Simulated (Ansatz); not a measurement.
A series of calculations on BH2Cl3

## 1. Relaxation

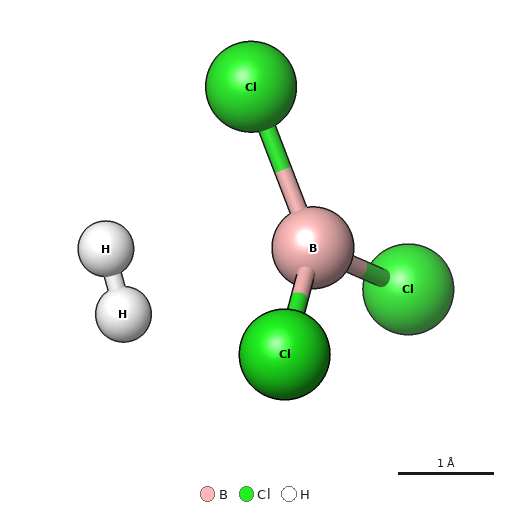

Starting structure of BH2Cl3. A ball-and-stick model, seen at a tilt.

The run prepares an end point of a later path (reaction) calculation, from a guessed geometry.

These are results of Ansatz 0.2.0, RKS B3LYP-D4/def2-SVP, not measurements.

Input
```yaml
crystal:
  periodic: [false, false, false]
  atoms:
    - { symbol: B, position_ang: [-0.000153, 0.282846, 0.086315] }
    - { symbol: Cl, position_ang: [-0.009661, 0.632355, 1.872083] }
    - { symbol: Cl, position_ang: [1.520502, 0.209157, -0.762987] }
    - { symbol: Cl, position_ang: [-1.515126, 0.140081, -0.764909] }
    - { symbol: H, position_ang: [0.072066, -2.0728, 0.535518] }
    - { symbol: H, position_ang: [0.050172, -1.862239, 1.22028] }
basis:
  gaussian: { orbitals: def2-SVP }
hamiltonian:
  xc: b3lyp
  dispersion: d4
relax:
  f_tol: 0.03
  max_steps: 50
```

Command:
```bash
ansatz run input.yaml --threads 2 --pin off --max-ram 3072MiB --backend cpu --events-out ev --progress --plain --runs-dir out
```

### What does the optimiser find from here?

After 5 geometry steps the energy has fallen by 0.230 eV. Largest force component: 1.6 eV/Å at the start, 0.017 eV/Å at the end. The atom that moves furthest after the best rigid fit is H5 (0.54 Å). By element the largest moves are H 0.54 Å, Cl 0.34 Å, B 0.28 Å. Some distances before and after: B1–Cl2 1.820 → 1.752 Å, H5–H6 0.717 → 0.760 Å, B1–Cl3 1.743 → 1.750 Å. The run took 10 s on 2 threads of Arm Neoverse V1 (shared host), peak memory 0.16 GiB.

Final geometry:

```xyz
6

B    -0.0074    0.5618    0.0545
Cl   -0.0177    0.9550    1.7616
Cl    1.5128    0.4016   -0.7967
Cl   -1.5172    0.3295   -0.7984
H     0.0854   -2.6029    0.6309
H     0.0619   -2.3155    1.3344
```

The end point in the same view:

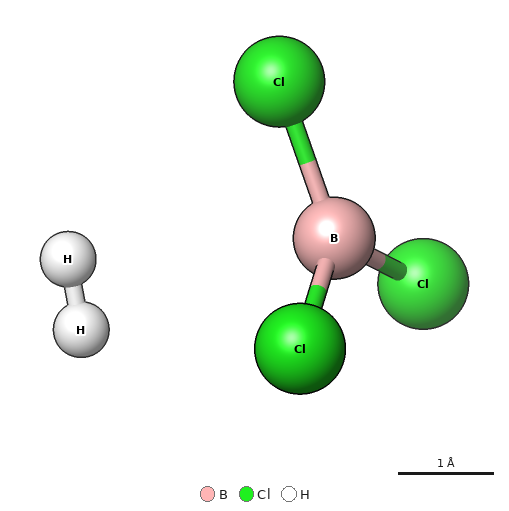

Limits of the set-up: the start holds two separate molecules, 2.4 Å apart at their closest, whose relative position is a soft coordinate.

## 2. Relaxation

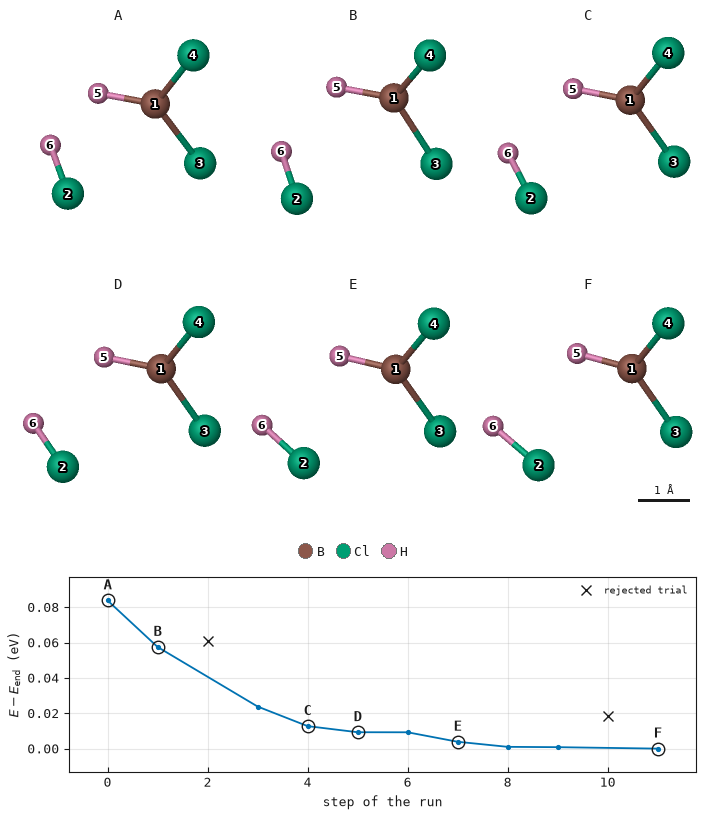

Frames of a relaxation of BH2Cl3, marked on the history of the run. A ball-and-stick model, seen from a free direction.

The run prepares an end point of a later path (reaction) calculation, from a guessed geometry.

All numbers below come from RKS B3LYP-D4/def2-SVP (Ansatz).

Input file:
```yaml
crystal:
  periodic: [false, false, false]
  atoms:
    - { symbol: B, position_ang: [0.033701, -0.493047, -0.471406] }
    - { symbol: Cl, position_ang: [0.04287, 0.033183, 2.548665] }
    - { symbol: Cl, position_ang: [1.534192, 0.260745, -0.963972] }
    - { symbol: Cl, position_ang: [-1.514771, 0.197714, -0.879494] }
    - { symbol: H, position_ang: [0.076388, -1.554192, 0.07323] }
    - { symbol: H, position_ang: [-0.054581, -1.115003, 1.879277] }
basis:
  gaussian: { orbitals: def2-SVP }
hamiltonian:
  xc: b3lyp
  dispersion: d4
relax:
  f_tol: 0.03
  max_steps: 50
```

Launched with:
```bash
ansatz run input.yaml --threads 2 --pin off --max-ram 3072MiB --backend cpu --events-out ev --progress --plain --runs-dir out
```

### Describe the path.

The largest move after the best rigid fit is that of H6, 0.69 Å. By element the largest moves are H 0.69 Å, B 0.19 Å, Cl 0.12 Å. Among the contacts that change: Cl2–H6 1.333 → 1.290 Å, B1–H5 1.194 → 1.198 Å. After 9 accepted moves (11 points after the start) the energy has fallen by 0.084 eV. The largest force component goes from 0.98 to 0.013 eV/Å. The line search rejected the trial steps at points 2, 10 of the run. The run took 19 s on 2 threads of Arm Neoverse V1 (shared host), peak memory 0.15 GiB. From step 0 to 1: Cl2 moves most (0.20 Å), energy −0.026 eV. From step 1 to 4: H6 moves most (0.17 Å), energy −0.045 eV. From step 4 to 5: H6 moves most (0.10 Å), energy −0.003 eV. From step 5 to 7: Cl2 moves most (0.16 Å), energy −0.005 eV. From step 7 to 11: H6 moves most (0.15 Å), energy −0.004 eV.

## 3. Path

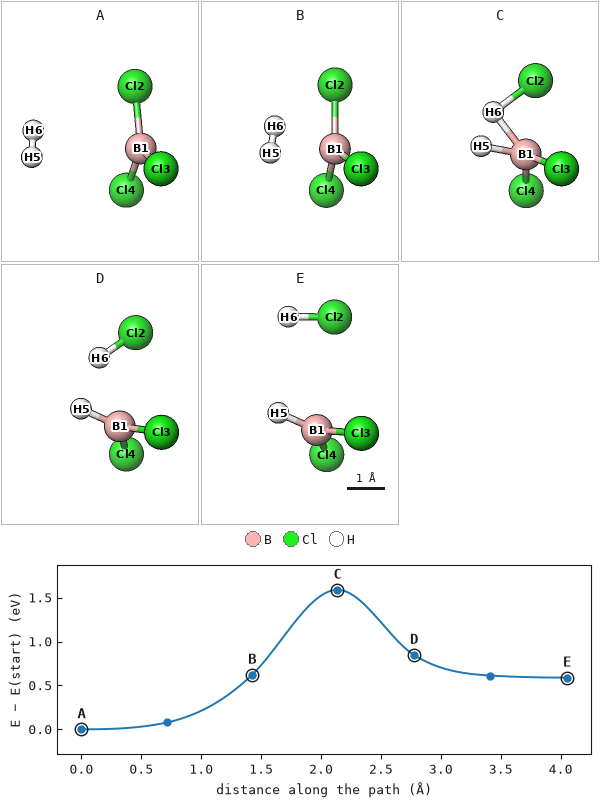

A search for the minimum-energy path of BH2Cl3, made up at the start of BCl3 and H₂ by the nudged elastic band. Images are numbered from 0 (start) to 6 (end). Frames A to E are images 0, 2, 3, 4, 6. A ball-and-stick model, seen at a tilt.

These are results of RKS B3LYP-D4/def2-SVP in Ansatz 0.2.0, not measurements. Settings: 5 movable images; climbing image; force threshold 0.05 eV/Å; iteration limit 60; starting path through a guess of the saddle point.

Describe the mechanism and the energy profile.

Answer. The energy climbs by 1.59 eV to image 3 and then falls by 1.00 eV, so the end point sits at +0.59 eV. Breaking: B1–Cl2 (1.75 → 2.12 at the top → 3.27 Å), H5–H6 (0.76 → 1.05 at the top → 2.85 Å). Forming: B1–H5 (3.22 → 1.31 at the top → 1.20 Å), Cl2–H6 (3.30 → 1.57 at the top → 1.29 Å). The band converged in 32 iterations. The largest component of the band force went from 4.1 to 0.021 eV/Å. The climbing image converged on the top of the path. Its vibrational analysis gives one imaginary mode (896i cm⁻¹), as a transition state must have.

Limits of the set-up: the start holds two separate molecules, 3.1 Å apart at their closest, whose relative position is a soft coordinate.

The run took 3.9 min on 2 threads of Arm Neoverse V1, on a shared host, peak memory 0.16 GiB.
